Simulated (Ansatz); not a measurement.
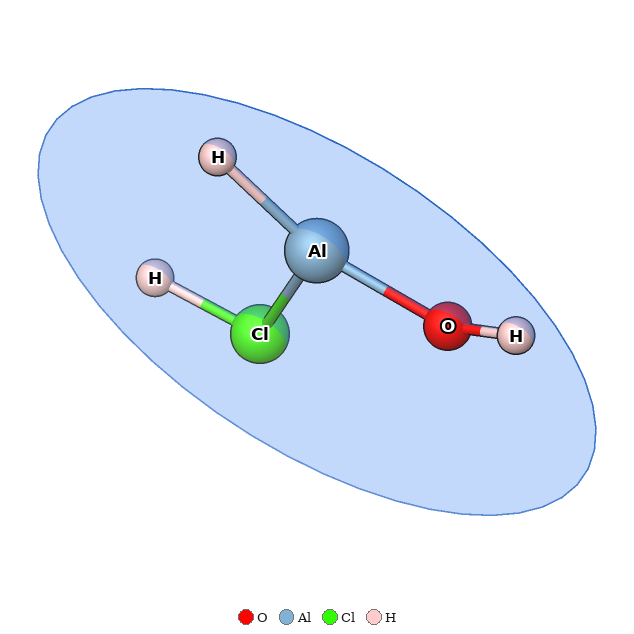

All proper rotation axes (lines) and mirror planes (discs) of the structure are drawn in. Depth is shown by fading: the farther an atom, the more it takes the colour of the background. State: charge +1, singlet. The computed structure is the end point of a PBE0-D4/def2-TZVP optimisation. No frequency run is at hand to confirm it as a minimum.

> Name the symmetry elements and the point group.

It has 1 mirror plane. Point group Cs. The group has 2 operations. The geometry is achiral, and symmetry allows a dipole moment.
